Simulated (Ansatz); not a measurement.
## Geometry relaxation of CH7ClGe

System: CH7ClGe.
Method: RKS PBE0-D4/def2-SVP (Ansatz 0.2.0).

The input holds or restrains some coordinates. Figures and captions count atoms from 1; the log counts them from 0 in places.

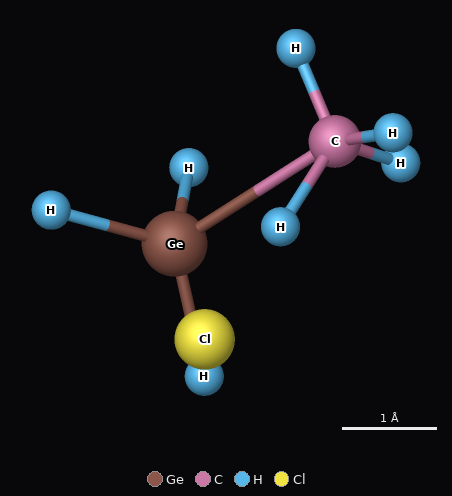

Figure 1. The structure as given in the input (ball-and-stick view, seen at a tilt). Sticks mark near contacts.

**Summary**

- outcome: converged under the restraints of the input
- total energy: −70165.8743 eV
- mean-field energy: −70165.7161 eV
- dispersion energy: −0.1581 eV
- SCF solution under orbital rotations: stable
- largest force (length of the vector) at the end, held atoms and coordinates included: 0.805 eV/Å
- dipole moment: 4.35 D
- hardware: 3 CPU threads, shared host
- wall time: 20 s (CPU time 26 s)
- peak memory: 0.24 GiB

**The input**
```yaml
crystal:
  periodic: [false, false, false]
  atoms:
    - {symbol: Ge, position_ang: [-0.401500, 0.360800, -1.022900]}
    - {symbol: C, position_ang: [0.372900, -0.784000, 0.730900]}
    - {symbol: H, position_ang: [-1.799800, 0.840800, -0.838700]}
    - {symbol: H, position_ang: [0.621300, 1.240900, -1.652200]}
    - {symbol: H, position_ang: [-0.469200, -0.925900, -1.857300]}
    - {symbol: H, position_ang: [0.218900, 0.506100, 0.892900]}
    - {symbol: Cl, position_ang: [-0.014200, 2.186200, 1.016400]}
    - {symbol: H, position_ang: [-0.450600, -1.497600, 0.752700]}
    - {symbol: H, position_ang: [1.219200, -1.221500, 0.202300]}
    - {symbol: H, position_ang: [0.703000, -0.705800, 1.775800]}
basis:
  gaussian: {orbitals: def2-SVP}
hamiltonian: {xc: pbe0, dispersion: d4}
relax: {f_tol: 0.04, max_steps: 150, escape_saddle: false, constraints: [{distance: [0, 6]}, {distance: [1, 5]}, {distance: [0, 1]}, {distance: [5, 6]}]}
```

Command:
```bash
ansatz run in.yaml --threads 3 --pin off --events-out ev --progress --plain --max-ram 6092MiB
```

**Log**
```
Functional definition: PBE0
  name "PBE0"
  cite "Adamo & Barone, J. Chem. Phys. 110, 6158 (1999) doi:10.1063/1.478522"
  cite "Perdew, Burke & Ernzerhof, Phys. Rev. Lett. 77, 3865 (1996) doi:10.1103/PhysRevLett.77.3865"
  parent pbe
  parameter a = 0.25
  parameter kappa = 0.804
  parameter beta = 0.06672455060314922
  exchange = (1 - a)*pbe_x(kappa = kappa, mu = beta*pi^2/3) + a*exact_x
  correlation = pbe_c(beta = beta)
1064 factors; integrals over basis functions are off by at most 3.3e-4 eV
mean field evaluation 1: about -70162.2683 eV, gradient 3.9e1 eV
mean field evaluation 2: about -70161.2117 eV, gradient 4.3e1 eV
mean field evaluation 4: about -70165.6314 eV, gradient 1.2e0 eV
mean field evaluation 8: about -70165.6461 eV, gradient 2.1e-2 eV
mean field -70165.64610455 eV, -2578.5399343591 hartree, gradient 2.3e-5 eV, S^2 0.000000; 0 other end points of the search recorded, 0 dependent functions left out
the calculation of the forces begins
reference -70165.64613008 eV, -2578.5399352973 hartree; 31, 31 occupied and 68, 68 virtual orbitals, 1064 factors
relax step   1: F+E_penalty+E_count = -70165.80399884 eV  Δ(F+E_penalty+E_count) = +0.000e0 eV  max|allowed force component| = 6.251e-1 eV/Å  Δτ_max = 0.0000 Å  (24 SCF iters, accepted)
  distance Ge 0 - Cl 6 held at 2.764205 Å   reaction = -1.8124e-1 eV/Å
  distance C 1 - H 5 held at 1.309320 Å   reaction = -5.0051e-1 eV/Å
  distance Ge 0 - C 1 held at 2.232952 Å   reaction = +8.2782e-1 eV/Å
  distance H 5 - Cl 6 held at 1.700683 Å   reaction = +3.0545e-1 eV/Å
these checks for a lower state are left out or cut short: starts, cluster_reference, orbital_swaps, neighbouring_geometries, increment
1064 factors; integrals over basis functions are off by at most 3.5e-4 eV
mean field evaluation 16: about -70165.6950 eV, gradient 4.6e-2 eV
mean field -70165.70310010 eV, -2578.5420289068 hartree, gradient 1.1e-5 eV, S^2 0.000000; 0 other end points of the search recorded, 0 dependent functions left out
the calculation of the forces begins
reference -70165.70312563 eV, -2578.5420298453 hartree; 31, 31 occupied and 68, 68 virtual orbitals, 1064 factors
relax step   2: F+E_penalty+E_count = -70165.86142560 eV  Δ(F+E_penalty+E_count) = -5.743e-2 eV  max|allowed force component| = 2.928e-1 eV/Å  Δτ_max = 0.1002 Å  (28 SCF iters, accepted)
  distance Ge 0 - Cl 6 held at 2.764205 Å   reaction = -2.5722e-1 eV/Å
  distance C 1 - H 5 held at 1.309320 Å   reaction = -4.1691e-1 eV/Å
  distance Ge 0 - C 1 held at 2.232952 Å   reaction = +5.9737e-1 eV/Å
  distance H 5 - Cl 6 held at 1.700683 Å   reaction = +3.4821e-1 eV/Å
these checks for a lower state are left out or cut short: starts, cluster_reference, orbital_swaps, neighbouring_geometries, increment
1064 factors; integrals over basis functions are off by at most 3.6e-4 eV
mean field -70165.71540512 eV, -2578.5424811079 hartree, gradient 1.2e-5 eV, S^2 0.000000; 0 other end points of the search recorded, 0 dependent functions left out
the calculation of the forces begins
reference -70165.71543070 eV, -2578.5424820480 hartree; 31, 31 occupied and 68, 68 virtual orbitals, 1064 factors
relax step   3: F+E_penalty+E_count = -70165.87354788 eV  Δ(F+E_penalty+E_count) = -1.212e-2 eV  max|allowed force component| = 5.659e-2 eV/Å  Δτ_max = 0.0540 Å  (30 SCF iters, accepted)
  distance Ge 0 - Cl 6 held at 2.764205 Å   reaction = -2.7407e-1 eV/Å
  distance C 1 - H 5 held at 1.309320 Å   reaction = -4.1230e-1 eV/Å
  distance Ge 0 - C 1 held at 2.232952 Å   reaction = +5.9398e-1 eV/Å
  distance H 5 - Cl 6 held at 1.700683 Å   reaction = +3.8897e-1 eV/Å
these checks for a lower state are left out or cut short: starts, cluster_reference, orbital_swaps, neighbouring_geometries, increment
1064 factors; integrals over basis functions are off by at most 3.6e-4 eV
mean field evaluation 32: about -70165.7161 eV, gradient 6.4e-4 eV
mean field -70165.71611195 eV, -2578.5425070837 hartree, gradient 2.4e-5 eV, S^2 0.000000; 0 other end points of the search recorded, 0 dependent functions left out
the calculation of the forces begins
reference -70165.71613755 eV, -2578.5425080244 hartree; 31, 31 occupied and 68, 68 virtual orbitals, 1064 factors
relax step   4: F+E_penalty+E_count = -70165.87426093 eV  Δ(F+E_penalty+E_count) = -7.131e-4 eV  max|allowed force component| = 1.504e-2 eV/Å  Δτ_max = 0.0122 Å  (23 SCF iters, accepted)
```

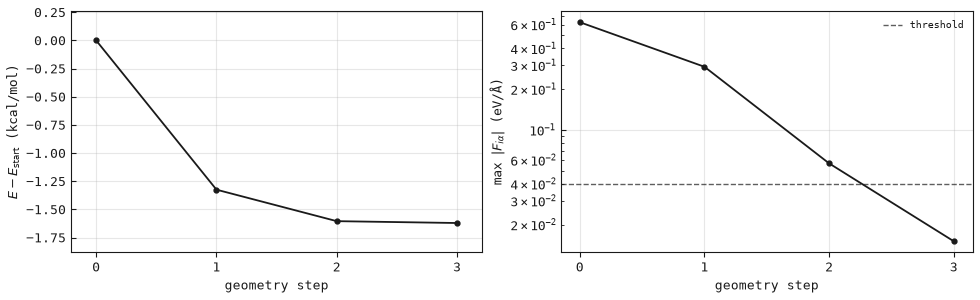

Figure 2. Progress of the restrained relaxation, step by step (the first geometry is step 0 here and step 1 in the log).

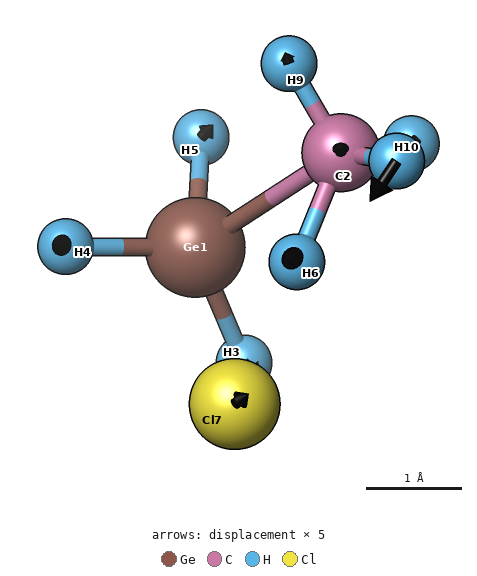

Figure 3. The starting structure with the displacements as black arrows, magnified 5 times (ball-and-stick view, seen at a tilt). The two geometries are laid on each other by the best rigid fit. The largest move after the best rigid fit is that of H10, 0.10 Å. By element the largest moves are H 0.10 Å, Cl 0.04 Å, C 0.03 Å, Ge 0.01 Å. Distances before and after: Ge1–H3 1.490 → 1.523 Å, Ge1–H5 1.535 → 1.558 Å, C2–H8 1.090 → 1.098 Å, C2–H10 1.099 → 1.106 Å. Among the angles that change: Ge1–C2–H10 144.6° → 137.1°, H6–C2–H10 81.2° → 76.5°, Ge1–C2–H6 63.3° → 60.6°. After 3 geometry steps the energy has fallen by 1.62 kcal/mol. The largest force component goes from 0.63 to 0.015 eV/Å. (Atoms are counted from 1 in the order of the input.)

```
  distance Ge 0 - Cl 6 held at 2.764205 Å   reaction = -2.9079e-1 eV/Å
  distance C 1 - H 5 held at 1.309320 Å   reaction = -3.9331e-1 eV/Å
  distance Ge 0 - C 1 held at 2.232952 Å   reaction = +6.0974e-1 eV/Å
  distance H 5 - Cl 6 held at 1.700683 Å   reaction = +4.2014e-1 eV/Å
1064 factors; integrals over basis functions are off by at most 3.6e-4 eV
mean field -70165.71611195 eV, -2578.5425070837 hartree, gradient 2.4e-5 eV, S^2 0.000000; 1 other end points of the search recorded, 0 dependent functions left out
the calculation of the forces begins
reference -70165.71613755 eV, -2578.5425080244 hartree; 31, 31 occupied and 68, 68 virtual orbitals, 1064 factors
Total energy: -70165.87428653 eV, -2578.5483198922 hartree
Atom 0 at    -0.402641     0.369678    -1.021525 Å, force     0.169648    -0.513878     0.253643 eV/Å
Atom 1 at     0.370357    -0.807742     0.711170 Å, force    -0.159808    -0.075114    -0.515737 eV/Å
Atom 2 at    -1.831487     0.849353    -0.800613 Å, force     0.006257    -0.001350     0.001954 eV/Å
Atom 3 at     0.667410     1.260923    -1.638940 Å, force    -0.002935    -0.003476     0.005675 eV/Å
Atom 4 at    -0.456889    -0.957898    -1.835917 Å, force    -0.000540     0.001540     0.000283 eV/Å
Atom 5 at     0.201664     0.484589     0.836642 Å, force    -0.101182     0.793212     0.088333 eV/Å
Atom 6 at    -0.001826     2.160018     1.046048 Å, force     0.094324    -0.234609     0.167898 eV/Å
Atom 7 at    -0.466910    -1.517135     0.757615 Å, force     0.005985     0.015042     0.002892 eV/Å
Atom 8 at     1.238597    -1.235904     0.192353 Å, force    -0.007600     0.012315     0.007038 eV/Å
Atom 9 at     0.681726    -0.605882     1.753068 Å, force    -0.004149     0.006318    -0.011979 eV/Å
Dipole moment:     0.018853    -0.836114    -0.349755 e Å
```

**Trajectory as extended XYZ (Å, eV, eV/Å), 4 frames, from step=1 to step=4**
```
10
Properties=species:S:1:pos:R:3:forces:R:3 step=1 energy=-70165.80400
Ge   -0.4015    0.3608   -1.0229    0.2741  -0.5773   0.6002
C     0.3729   -0.7840    0.7309   -0.2010  -0.1683  -0.6783
H    -1.7998    0.8408   -0.8387   -0.6251   0.1944   0.1806
H     0.6213    1.2409   -1.6522    0.5366   0.3941  -0.2122
H    -0.4692   -0.9259   -1.8573    0.0518  -0.4324  -0.0593
H     0.2189    0.5061    0.8929   -0.1394   0.7087  -0.0507
Cl   -0.0142    2.1862    1.0164    0.1257  -0.2741   0.2392
H    -0.4506   -1.4976    0.7527   -0.3376  -0.1516  -0.0125
H     1.2192   -1.2215    0.2023    0.3017  -0.0557  -0.2236
H     0.7030   -0.7058    1.7758    0.0131   0.3621   0.2164
10
Properties=species:S:1:pos:R:3:forces:R:3 step=2 energy=-70165.86143
Ge   -0.4092    0.3830   -1.0333    0.2650  -0.7197   0.4399
C     0.3639   -0.8021    0.6941   -0.0520  -0.1488  -0.2134
H    -1.8307    0.8612   -0.7937   -0.0715   0.0075  -0.0513
H     0.6661    1.2728   -1.6317    0.0240   0.0246  -0.0844
H    -0.4350   -0.9840   -1.7831   -0.0707   0.1254  -0.1472
H     0.2004    0.4896    0.8323   -0.1001   0.7204   0.0575
Cl   -0.0032    2.1651    1.0404    0.0903  -0.2147   0.1665
H    -0.4634   -1.5227    0.7463   -0.0605   0.0753  -0.0386
H     1.2328   -1.2425    0.1869    0.0037   0.0839  -0.0618
H     0.6783   -0.6203    1.7416   -0.0282   0.0460  -0.0674
10
Properties=species:S:1:pos:R:3:forces:R:3 step=3 energy=-70165.87355
Ge   -0.4033    0.3707   -1.0232    0.1793  -0.5290   0.2806
C     0.3696   -0.8045    0.7110   -0.1361  -0.1202  -0.4709
H    -1.8313    0.8507   -0.8004   -0.0030  -0.0039  -0.0057
H     0.6665    1.2625   -1.6389    0.0010  -0.0039  -0.0059
H    -0.4537   -0.9634   -1.8294   -0.0061   0.0304  -0.0023
H     0.2028    0.4876    0.8403   -0.1029   0.7660   0.0750
Cl   -0.0033    2.1637    1.0422    0.0957  -0.2314   0.1724
H    -0.4671   -1.5155    0.7532    0.0041   0.0316   0.0035
H     1.2358   -1.2342    0.1890   -0.0097   0.0268   0.0098
H     0.6840   -0.6175    1.7561   -0.0224   0.0336  -0.0566
10
Properties=species:S:1:pos:R:3:forces:R:3 step=4 energy=-70165.87426
Ge   -0.4026    0.3697   -1.0215    0.1696  -0.5139   0.2536
C     0.3704   -0.8077    0.7112   -0.1598  -0.0751  -0.5157
H    -1.8315    0.8494   -0.8006    0.0063  -0.0014   0.0020
H     0.6674    1.2609   -1.6389   -0.0029  -0.0035   0.0057
H    -0.4569   -0.9579   -1.8359   -0.0005   0.0015   0.0003
H     0.2017    0.4846    0.8366   -0.1012   0.7932   0.0883
Cl   -0.0018    2.1600    1.0460    0.0943  -0.2346   0.1679
H    -0.4669   -1.5171    0.7576    0.0060   0.0150   0.0029
H     1.2386   -1.2359    0.1924   -0.0076   0.0123   0.0070
H     0.6817   -0.6059    1.7531   -0.0041   0.0063  -0.0120
```

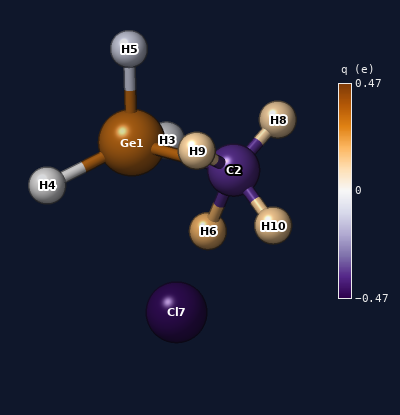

Figure 4. Mulliken charges, as the colour of each atom (ball-and-stick view, seen at a tilt; atoms are numbered from 1 in the order of the input). By element: Ge +0.33, C −0.37, H −0.08 to +0.18 and Cl −0.44 e.
